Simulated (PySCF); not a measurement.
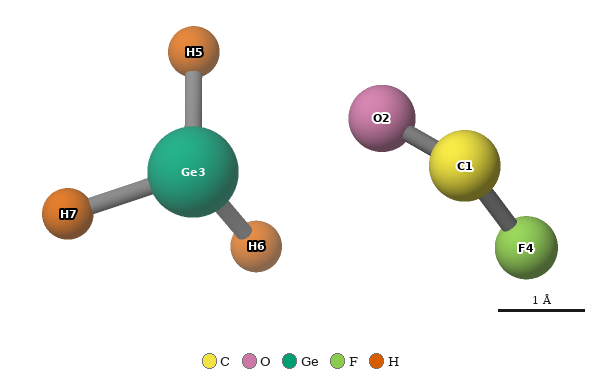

*The input geometry (ball-and-stick view, seen at a tilt; atoms are numbered from 1 in the order of the input). Sticks mark near contacts.*

# Geometry relaxation of CH₃FGeO

CH₃FGeO, multiplicity 3, computed with PBE0-D3(BJ)/def2-SVP geometry optimisation, gas phase (PySCF 2.14.0).

**The program's output**
```
step   0  E = -2290.92579028  max force = 0.068868
step   1  E = -2290.93750688  max force = 0.020408
step   2  E = -2290.94117967  max force = 0.005350
step   3  E = -2290.94192916  max force = 0.001977
step   4  E = -2290.94228005  max force = 0.000965
step   5  E = -2290.94235813  max force = 0.000866
step   6  E = -2290.94239386  max force = 0.000616
step   7  E = -2290.94242674  max force = 0.000451
step   8  E = -2290.94248060  max force = 0.001183
step   9  E = -2290.94258485  max force = 0.001855
step  10  E = -2290.94272386  max force = 0.002264
step  11  E = -2290.94276754  max force = 0.001323
step  12  E = -2290.94286302  max force = 0.001098
step  13  E = -2290.94292676  max force = 0.002341
step  14  E = -2290.94297521  max force = 0.001864
step  15  E = -2290.94305495  max force = 0.000582
step  16  E = -2290.94306688  max force = 0.000815
step  17  E = -2290.94307568  max force = 0.000524
step  18  E = -2290.94310867  max force = 0.000902
step  19  E = -2290.94313858  max force = 0.001102
step  20  E = -2290.94316745  max force = 0.000792
step  21  E = -2290.94318274  max force = 0.000217
step  22  E = -2290.94318611  max force = 0.000114
optimisation converged
```

**Trajectory as extended XYZ (Å, eV, eV/Å), 23 frames, from step=0 to step=22**
```
7
Properties=species:S:1:pos:R:3:forces:R:3 step=0 energy=-62339.26602
C     2.1775   -0.5987    0.0063   -2.8270   1.9926  -0.5321
O     1.3072    0.2590    0.0180    3.5413  -2.6339  -0.1340
Ge   -1.0662    0.3799    0.4642   -0.9258   0.1986  -0.0111
F     2.2072   -1.6493   -0.7859    0.0894   0.5831   0.4979
H    -0.9318    1.7769   -0.1346    0.2181   0.3619   0.0457
H    -1.2197   -0.5417   -0.7404    0.1769  -0.4530  -0.2621
H    -2.4435    0.3399    1.1497   -0.2730  -0.0494   0.3956
7
Properties=species:S:1:pos:R:3:forces:R:3 step=1 energy=-62339.58485
C     2.2214   -0.6119   -0.0281    0.9713  -0.8556   0.1287
O     1.4703    0.2697   -0.0017   -0.5345   1.0494  -0.0650
Ge   -1.1806    0.4000    0.4672   -0.4501   0.1203  -0.2512
F     2.1862   -1.6725   -0.7854    0.0013  -0.2299  -0.1695
H    -0.9555    1.8155   -0.1125    0.0458  -0.0126   0.1357
H    -1.2298   -0.5755   -0.7379    0.0776  -0.0657   0.1230
H    -2.5434    0.3493    1.1933   -0.1114  -0.0058   0.0984
7
Properties=species:S:1:pos:R:3:forces:R:3 step=2 energy=-62339.68479
C     2.3227   -0.6386   -0.0536   -0.1130   0.2700   0.0330
O     1.6332    0.3094   -0.0321    0.2751  -0.2243  -0.0398
Ge   -1.3225    0.4218    0.4596    0.0029  -0.0110  -0.0476
F     2.1925   -1.7077   -0.7949   -0.0083  -0.0638  -0.0421
H    -1.0074    1.8375   -0.0705   -0.0743  -0.0458   0.0670
H    -1.2703   -0.5981   -0.7065   -0.0422   0.0446   0.1091
H    -2.6696    0.3578    1.2147   -0.0403   0.0302  -0.0796
7
Properties=species:S:1:pos:R:3:forces:R:3 step=3 energy=-62339.70518
C     2.3764   -0.6516   -0.0710   -0.0238   0.1017  -0.0095
O     1.7276    0.3218   -0.0548    0.0990  -0.0605  -0.0010
Ge   -1.3728    0.4265    0.4790    0.0348  -0.0106   0.0170
F     2.1941   -1.7236   -0.8000   -0.0072  -0.0548  -0.0175
H    -1.0562    1.8395   -0.0404   -0.0198   0.0394   0.0194
H    -1.3036   -0.5947   -0.6748   -0.0092  -0.0291   0.0090
H    -2.7370    0.3696    1.1939   -0.0738   0.0139  -0.0175
7
Properties=species:S:1:pos:R:3:forces:R:3 step=4 energy=-62339.71473
C     2.4278   -0.6669   -0.0928    0.0496  -0.0331  -0.0242
O     1.8237    0.3331   -0.0783   -0.0161   0.0179  -0.0011
Ge   -1.4218    0.4337    0.5016   -0.0070   0.0050   0.0223
F     2.1899   -1.7417   -0.8054   -0.0222   0.0103   0.0144
H    -1.1003    1.8519   -0.0055    0.0012   0.0037   0.0032
H    -1.3266   -0.5972   -0.6423    0.0125  -0.0066   0.0016
H    -2.8118    0.3822    1.1713   -0.0180   0.0027  -0.0162
7
Properties=species:S:1:pos:R:3:forces:R:3 step=5 energy=-62339.71686
C     2.4531   -0.6757   -0.1051    0.0148  -0.0253  -0.0445
O     1.8715    0.3376   -0.0913   -0.0139   0.0159   0.0163
Ge   -1.4461    0.4382    0.5161   -0.0152   0.0027   0.0123
F     2.1804   -1.7493   -0.8075   -0.0072   0.0101   0.0236
H    -1.1195    1.8573    0.0140    0.0091  -0.0021  -0.0016
H    -1.3285   -0.5967   -0.6226    0.0190   0.0008   0.0035
H    -2.8512    0.3874    1.1543   -0.0067  -0.0020  -0.0096
7
Properties=species:S:1:pos:R:3:forces:R:3 step=6 energy=-62339.71783
C     2.4674   -0.6810   -0.1160    0.0147  -0.0027  -0.0317
O     1.9018    0.3415   -0.0989   -0.0175  -0.0036   0.0138
Ge   -1.4625    0.4414    0.5275   -0.0104   0.0015   0.0079
F     2.1698   -1.7538   -0.8091   -0.0112   0.0102   0.0161
H    -1.1289    1.8603    0.0292    0.0080  -0.0037  -0.0011
H    -1.3194   -0.5960   -0.6061    0.0178   0.0009   0.0044
H    -2.8798    0.3885    1.1381   -0.0015  -0.0026  -0.0094
7
Properties=species:S:1:pos:R:3:forces:R:3 step=7 energy=-62339.71872
C     2.4779   -0.6845   -0.1281    0.0089   0.0215  -0.0232
O     1.9247    0.3447   -0.1043   -0.0172  -0.0074   0.0191
Ge   -1.4761    0.4439    0.5405    0.0015  -0.0006   0.0006
F     2.1550   -1.7553   -0.8120   -0.0101  -0.0084   0.0041
H    -1.1339    1.8622    0.0463    0.0038  -0.0023   0.0020
H    -1.2976   -0.5956   -0.5862    0.0137  -0.0010   0.0071
H    -2.9080    0.3861    1.1152   -0.0006  -0.0017  -0.0097
7
Properties=species:S:1:pos:R:3:forces:R:3 step=8 energy=-62339.72019
C     2.4857   -0.6863   -0.1486    0.0087   0.0608  -0.0057
O     1.9451    0.3492   -0.1070   -0.0136  -0.0303   0.0187
Ge   -1.4901    0.4462    0.5615    0.0192  -0.0026  -0.0089
F     2.1290   -1.7541   -0.8192   -0.0175  -0.0244  -0.0111
H    -1.1354    1.8640    0.0749   -0.0025   0.0022   0.0066
H    -1.2472   -0.5961   -0.5503    0.0073  -0.0057   0.0100
H    -2.9459    0.3774    1.0702   -0.0017   0.0000  -0.0096
7
Properties=species:S:1:pos:R:3:forces:R:3 step=9 energy=-62339.72303
C     2.4872   -0.6849   -0.1877    0.0112   0.0954   0.0096
O     1.9599    0.3551   -0.1034   -0.0063  -0.0406   0.0214
Ge   -1.5046    0.4484    0.5981    0.0424  -0.0044  -0.0182
F     2.0753   -1.7458   -0.8358   -0.0327  -0.0501  -0.0245
H    -1.1307    1.8673    0.1294   -0.0115   0.0071   0.0100
H    -1.1340   -0.5984   -0.4731   -0.0032  -0.0103   0.0124
H    -2.9992    0.3533    0.9714    0.0001   0.0031  -0.0107
7
Properties=species:S:1:pos:R:3:forces:R:3 step=10 energy=-62339.72681
C     2.4683   -0.6780   -0.2653    0.0246   0.1164   0.0215
O     1.9701    0.3646   -0.0878    0.0108  -0.0551   0.0130
Ge   -1.5176    0.4498    0.6573    0.0609  -0.0083  -0.0196
F     1.9554   -1.7245   -0.8629   -0.0609  -0.0494  -0.0177
H    -1.1190    1.8747    0.2293   -0.0166   0.0085   0.0046
H    -0.9107   -0.5992   -0.2966   -0.0232  -0.0161   0.0060
H    -3.0499    0.2949    0.7547    0.0044   0.0040  -0.0078
7
Properties=species:S:1:pos:R:3:forces:R:3 step=11 energy=-62339.72800
C     2.4506   -0.6720   -0.2852    0.0143   0.0680  -0.0005
O     1.9639    0.3693   -0.0738    0.0132  -0.0181   0.0231
Ge   -1.5066    0.4459    0.6665    0.0431  -0.0031  -0.0129
F     1.9045   -1.7117   -0.8667   -0.0408  -0.0335  -0.0062
H    -1.1062    1.8737    0.2495   -0.0096   0.0001  -0.0003
H    -0.8446   -0.6054   -0.2464   -0.0224  -0.0157  -0.0023
H    -3.0401    0.2748    0.6878    0.0022   0.0023  -0.0009
7
Properties=species:S:1:pos:R:3:forces:R:3 step=12 energy=-62339.73060
C     2.4191   -0.6588   -0.2727   -0.0088  -0.0493  -0.0564
O     1.9302    0.3754   -0.0369    0.0071   0.0422   0.0410
Ge   -1.4608    0.4330    0.6472   -0.0116   0.0094   0.0000
F     1.8669   -1.6920   -0.8648    0.0042   0.0231   0.0301
H    -1.0696    1.8611    0.2220    0.0120  -0.0142  -0.0100
H    -0.8347   -0.6301   -0.2754    0.0014  -0.0104  -0.0178
H    -2.9952    0.2730    0.6953   -0.0042  -0.0009   0.0132
7
Properties=species:S:1:pos:R:3:forces:R:3 step=13 energy=-62339.73233
C     2.3865   -0.6446   -0.2462   -0.0066  -0.1204  -0.0896
O     1.8987    0.3840    0.0135   -0.0021   0.0581   0.0412
Ge   -1.4075    0.4149    0.6119   -0.0620   0.0056   0.0173
F     1.8324   -1.6663   -0.8593    0.0274   0.0728   0.0587
H    -1.0219    1.8385    0.1682    0.0261  -0.0181  -0.0218
H    -0.8587   -0.6634   -0.3419    0.0170   0.0045  -0.0233
H    -2.9407    0.2823    0.7411    0.0002  -0.0025   0.0175
7
Properties=species:S:1:pos:R:3:forces:R:3 step=14 energy=-62339.73365
C     2.3761   -0.6396   -0.2468   -0.0015  -0.0959  -0.0776
O     1.9117    0.3923    0.0421   -0.0018   0.0367   0.0348
Ge   -1.3942    0.4042    0.6013   -0.0642  -0.0024   0.0166
F     1.7894   -1.6450   -0.8555    0.0298   0.0664   0.0506
H    -0.9997    1.8227    0.1501    0.0228  -0.0139  -0.0221
H    -0.8531   -0.6819   -0.3492    0.0117   0.0113  -0.0168
H    -2.9280    0.2812    0.7346    0.0032  -0.0023   0.0144
7
Properties=species:S:1:pos:R:3:forces:R:3 step=15 energy=-62339.73582
C     2.3848   -0.6380   -0.2427    0.0178   0.0299  -0.0143
O     1.9785    0.4050    0.0933   -0.0012  -0.0217   0.0161
Ge   -1.3968    0.3841    0.5770   -0.0184  -0.0081   0.0022
F     1.7295   -1.6016   -0.8431    0.0042  -0.0159  -0.0017
H    -0.9748    1.7858    0.0992   -0.0012   0.0016  -0.0074
H    -0.8962   -0.7144   -0.3835   -0.0029   0.0118   0.0049
H    -2.9280    0.2938    0.7540    0.0017   0.0023   0.0001
7
Properties=species:S:1:pos:R:3:forces:R:3 step=16 energy=-62339.73614
C     2.4014   -0.6438   -0.2447    0.0207   0.0419  -0.0083
O     1.9889    0.4000    0.0816   -0.0052  -0.0274   0.0148
Ge   -1.4163    0.3908    0.5833    0.0028  -0.0037  -0.0025
F     1.7554   -1.6123   -0.8468   -0.0073  -0.0176  -0.0031
H    -0.9930    1.7926    0.1063   -0.0059   0.0034  -0.0027
H    -0.9097   -0.7038   -0.3781   -0.0038   0.0015   0.0041
H    -2.9473    0.2982    0.7582   -0.0012   0.0018  -0.0024
7
Properties=species:S:1:pos:R:3:forces:R:3 step=17 energy=-62339.73638
C     2.4071   -0.6440   -0.2495    0.0133   0.0269  -0.0149
O     1.9913    0.3959    0.0843   -0.0060  -0.0158   0.0192
Ge   -1.4244    0.3935    0.5872    0.0090   0.0021  -0.0027
F     1.7614   -1.6135   -0.8509   -0.0017  -0.0129   0.0001
H    -1.0002    1.7955    0.1111   -0.0068   0.0021  -0.0010
H    -0.9038   -0.7008   -0.3665   -0.0040  -0.0037   0.0014
H    -2.9566    0.2968    0.7463   -0.0037   0.0013  -0.0021
7
Properties=species:S:1:pos:R:3:forces:R:3 step=18 energy=-62339.73728
C     2.4316   -0.6397   -0.2604   -0.0167  -0.0396  -0.0464
O     1.9927    0.3713    0.1263   -0.0095   0.0249   0.0314
Ge   -1.4526    0.4028    0.5897    0.0237   0.0192  -0.0018
F     1.7961   -1.6096   -0.8750    0.0223   0.0179   0.0222
H    -1.0265    1.8022    0.1062   -0.0075  -0.0013   0.0037
H    -0.8996   -0.6960   -0.3388   -0.0011  -0.0199  -0.0070
H    -2.9872    0.2980    0.7114   -0.0112  -0.0012  -0.0022
7
Properties=species:S:1:pos:R:3:forces:R:3 step=19 energy=-62339.73809
C     2.4434   -0.6293   -0.2716   -0.0227  -0.0567  -0.0499
O     1.9990    0.3491    0.1858   -0.0141   0.0319   0.0272
Ge   -1.4680    0.4053    0.5848    0.0229   0.0175  -0.0022
F     1.8014   -1.5904   -0.8942    0.0298   0.0305   0.0290
H    -1.0368    1.7996    0.0908   -0.0047  -0.0014   0.0043
H    -0.8872   -0.7037   -0.3141   -0.0019  -0.0198  -0.0064
H    -3.0051    0.2961    0.6685   -0.0092  -0.0021  -0.0019
7
Properties=species:S:1:pos:R:3:forces:R:3 step=20 energy=-62339.73888
C     2.4433   -0.6152   -0.2709   -0.0209  -0.0407  -0.0364
O     1.9909    0.3306    0.2442   -0.0103   0.0236   0.0192
Ge   -1.4657    0.4029    0.5705    0.0094   0.0089  -0.0007
F     1.8037   -1.5687   -0.9067    0.0244   0.0230   0.0234
H    -1.0327    1.7917    0.0622    0.0010  -0.0034   0.0011
H    -0.8871   -0.7183   -0.3154    0.0001  -0.0102  -0.0043
H    -3.0038    0.2978    0.6506   -0.0037  -0.0011  -0.0023
7
Properties=species:S:1:pos:R:3:forces:R:3 step=21 energy=-62339.73930
C     2.4314   -0.5879   -0.2672   -0.0027   0.0009   0.0016
O     1.9736    0.3033    0.3342   -0.0007   0.0006  -0.0066
Ge   -1.4531    0.3953    0.5458   -0.0112  -0.0030   0.0027
F     1.7949   -1.5305   -0.9197    0.0052   0.0027   0.0068
H    -1.0138    1.7738    0.0151    0.0073  -0.0039  -0.0015
H    -0.8791   -0.7445   -0.3201    0.0019   0.0010  -0.0007
H    -2.9926    0.2986    0.6195    0.0002   0.0016  -0.0024
7
Properties=species:S:1:pos:R:3:forces:R:3 step=22 energy=-62339.73939
C     2.4314   -0.5935   -0.2679   -0.0001   0.0026  -0.0007
O     1.9744    0.3150    0.3074   -0.0026   0.0006  -0.0021
Ge   -1.4541    0.3954    0.5522   -0.0041  -0.0024  -0.0002
F     1.7946   -1.5412   -0.9127    0.0039   0.0011   0.0058
H    -1.0133    1.7759    0.0284    0.0041  -0.0028  -0.0006
H    -0.8784   -0.7401   -0.3182   -0.0010  -0.0004   0.0004
H    -2.9935    0.2981    0.6249   -0.0002   0.0014  -0.0027
```

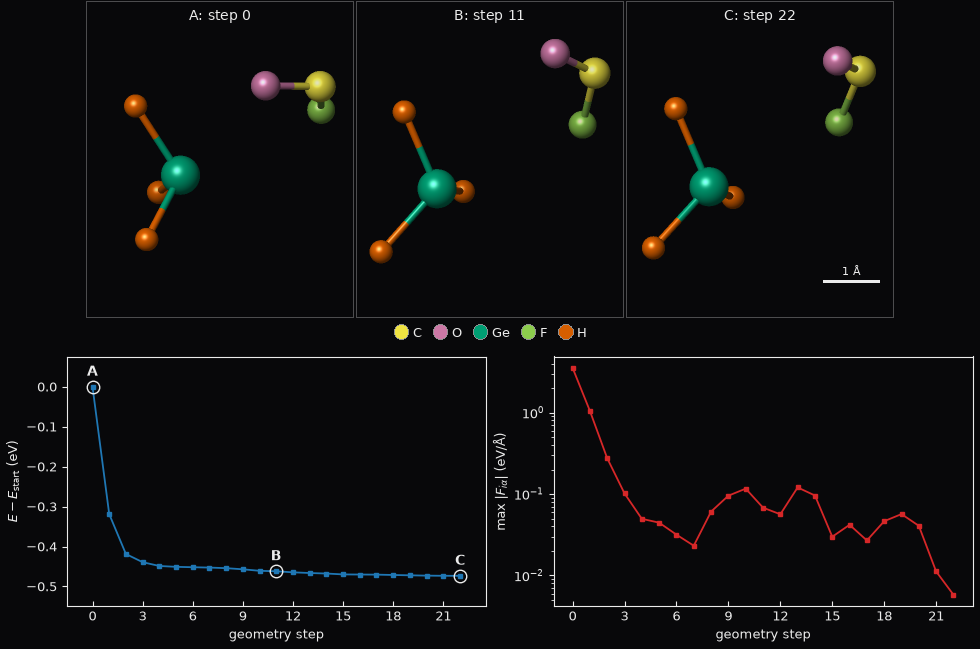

*Frames of the relaxation (ball-and-stick view, seen at a tilt) above the curves, on which the letters mark them (steps are counted from 0).*

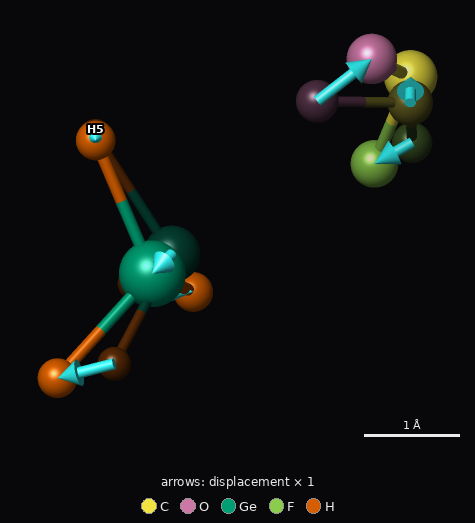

*Start (faint) and end (solid) with the displacements as teal arrows, at true length (ball-and-stick view, seen at a tilt). The two geometries are laid on each other by the best rigid fit.*

O2 moves most after the best rigid fit: 0.73 Å. Largest moves by element: O 0.73 Å, H 0.65 Å, F 0.46 Å, C 0.44 Å, Ge 0.36 Å. Among the contacts that change: C1–O2 1.222 → 1.168 Å, Ge3–H6 1.524 → 1.542 Å, Ge3–H5 1.526 → 1.541 Å, Ge3–H7 1.539 → 1.544 Å. Among the angles that change: H5–Ge3–H6 104.6° → 111.2°, H6–Ge3–H7 104.3° → 110.6°, H5–Ge3–H7 106.1° → 111.0°. After 22 geometry steps the energy has fallen by 0.473 eV. Largest force component: 3.5 eV/Å at the start, 0.0058 eV/Å at the end. (Atoms are counted from 1 in the order of the input.)

This output came from the following input.

**Input**
```
{"job": {"xc": "PBE0", "basis": "def2-SVP", "d3": "d3bj", "grid": 2, "kind": "geom", "shake": 0.01}, "charge": 0, "multiplicity": 3}
C      2.177507    -0.598687     0.006246
O      1.307157     0.258979     0.017969
Ge    -1.066254     0.379940     0.464145
F      2.207204    -1.649293    -0.785920
H     -0.931786     1.776882    -0.134611
H     -1.219728    -0.541722    -0.740376
H     -2.443482     0.339896     1.149699
```

The first line tells a small driver script what to run in PySCF; the rest is the geometry in Å.

Command:
```bash
OMP_NUM_THREADS=1 python <driver script> task.json out
```

**Key numbers**

```json
{"quantity": "outcome", "value": "converged"}
{"quantity": "total energy", "value": "−2290.943186 hartree"}
{"quantity": "⟨S²⟩", "value": "2.006"}
{"quantity": "dipole moment", "value": "0.97 D"}
{"quantity": "point group", "value": "C1"}
{"quantity": "hardware", "value": "1 CPU thread, shared host"}
{"quantity": "wall time", "value": "2.3 min"}
{"quantity": "peak memory", "value": "0.43 GiB"}
```
